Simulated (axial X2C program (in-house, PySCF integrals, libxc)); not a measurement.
**Relativistic diatomic calculation for ReO**

- system: ReO. The reference is closed-shell ReO⁻; the roots are the vertical energies to take an electron from it, which leaves states of ReO. The distance is the PBE0 minimum at charge −1.
- method: EOM-IP-CCSD, two-component X2C with atomic mean-field Coulomb and Gaunt terms, Re dyall-acv3z, O dyall-av3z (cores contracted) (axial X2C program (in-house, PySCF integrals, libxc))

## Summary

- outcome: converged
- HF energy of the reference ReO⁻: −16762.56745 hartree
- MP2 energy of the reference ReO⁻: −16763.06362 hartree
- CCSD energy of the reference ReO⁻ (with the MP2 share of the virtual spinors left out of the coupled-cluster step): −16763.05910 hartree
- CCSD(T) energy of the reference ReO⁻: −16763.09055 hartree
- T1 diagnostic (spinor form; for a closed shell √2 times the usual value): 0.054
- hardware: 1 thread of Intel Xeon @ 2.60GHz (Ice Lake), 24 GiB of memory available, shared host
- wall time: 23 s
- peak memory: 0.95 GiB

## The input
```
{"zs": [75, 8], "q": 0, "bas": ["dyall-acv3z", "dyall-av3z"], "r0": 1.76, "eom": "ip", "rq": -1, "thr": -2.0, "nmax": 95, "grid": [1, 0.96, 1.045, 0.92, 1.09, 1.15]}
```

The line is the task of a batch: nuclear charges, charge, bases, a first guess of the distance and further settings. This report covers the levels named above. The log is that of the reference distance 1.722 Å.

Launched within a batch (the task file carries these settings):
```bash
python <driver script> task.json out
```

## Output
```
two-component X2C + atomic mean field  HF
basis functions 248  fitting functions 1216  grid points 5075
iter        total energy     max residual
   1     -16745.241808611     2.17e+02
   2     -16749.804941109     2.03e+02
   3     -16753.658043926     1.75e+02
   4     -16756.060259551     1.46e+02
   5     -16758.847573652     1.00e+02
   6     -16761.161107120     2.74e+01
   7     -16761.656916885     2.61e+01
   8     -16762.078921513     1.83e+01
   9     -16762.334497387     6.22e+00
  10     -16762.454498254     5.19e+00
  11     -16762.515476418     3.18e+00
  12     -16762.534956518     3.05e+00
  13     -16762.544949044     2.47e+00
  14     -16762.550802670     1.02e+00
  15     -16762.557332361     8.61e-01
  16     -16762.563043399     8.08e-01
  17     -16762.565881743     4.40e-01
  18     -16762.566809600     3.39e-01
  19     -16762.567091415     2.63e-01
  20     -16762.567265127     1.04e-01
  21     -16762.567358210     3.51e-02
  22     -16762.567398167     8.26e-02
  23     -16762.567429681     3.79e-02
  24     -16762.567443360     5.43e-02
  25     -16762.567448637     2.01e-02
  26     -16762.567450525     1.75e-02
  27     -16762.567451286     6.78e-03
  28     -16762.567451763     8.27e-03
  29     -16762.567452006     2.64e-03
  30     -16762.567452094     4.56e-03
  31     -16762.567452136     1.65e-03
  32     -16762.567452155     9.00e-04
  33     -16762.567452165     4.15e-04
  34     -16762.567452169     6.47e-04
  35     -16762.567452171     1.69e-04
  36     -16762.567452172     1.85e-04
  37     -16762.567452172     1.52e-04
  38     -16762.567452173     6.42e-05
  39     -16762.567452173     8.91e-05
  40     -16762.567452173     7.89e-05
  41     -16762.567452173     3.59e-05
  42     -16762.567452173     2.59e-05
  43     -16762.567452173     1.19e-05
  44     -16762.567452173     1.13e-05
  45     -16762.567452173     5.32e-06
  46     -16762.567452173     6.63e-06
  47     -16762.567452173     2.44e-06
  48     -16762.567452173     1.79e-06
converged
one-electron -23370.91932511  Coulomb 6778.31999755  exact exchange -339.65530717  xc functional 0.00000000  nuclear repulsion 184.38230346  atomic mean-field constant -14.69512090
correlated 14  virtual 328  natural virtual 92  E(MP2) -0.496166336  MP2 remainder -0.045699212
iter   CCSD correlation   residual
   1     -0.407442046   2.90e-01
   2     -0.432584625   1.94e-01
   3     -0.441829531   7.25e-02
   4     -0.443685266   4.12e-02
   5     -0.444771843   2.54e-02
   6     -0.445315914   1.64e-02
   7     -0.445568739   1.07e-02
   8     -0.445836386   5.66e-03
   9     -0.445921886   3.13e-03
  10     -0.445909422   1.69e-03
  11     -0.445961196   9.37e-04
  12     -0.445943660   5.65e-04
  13     -0.445956516   3.78e-04
  14     -0.445950626   2.74e-04
  15     -0.445949116   1.99e-04
  16     -0.445949431   1.19e-04
  17     -0.445948157   7.25e-05
  18     -0.445948238   4.81e-05
  19     -0.445948012   3.46e-05
  20     -0.445947397   2.25e-05
  21     -0.445947471   1.50e-05
  22     -0.445946908   1.10e-05
  23     -0.445946774   7.88e-06
  24     -0.445946514   5.27e-06
  25     -0.445946409   3.46e-06
  26     -0.445946366   2.52e-06
  27     -0.445946326   1.87e-06
  28     -0.445946325   1.34e-06
(T) -0.03145415401055503  T1 0.0540  D1 0.0929  max T2 0.113
EOM-IP-CCSD roots
2*Omega      energy/Eh   energy/eV  one-particle weight
    1       0.05845274      1.5906      0.918
    1       0.09602284      2.6129      0.849
    1       0.18319794      4.9851      0.028
    1       0.21400320      5.8233      0.027
    3       0.14797612      4.0266      0.875
    3       0.15819869      4.3048      0.037
    3       0.19033335      5.1792      0.003
    5       0.16283933      4.4311      0.000
```

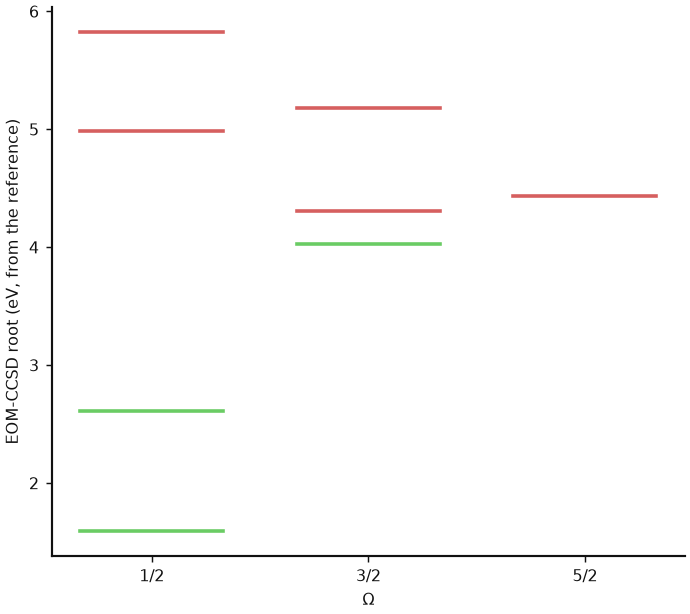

Figure 1. EOM-CCSD roots by Ω at 1.72 Å; roots whose one-particle weight is under 0.8 have the second colour. The lowest has Ω = 1/2 and lies at 1.591 eV, with one-particle weight 0.92. 5 of the 8 roots are less well described at this level.
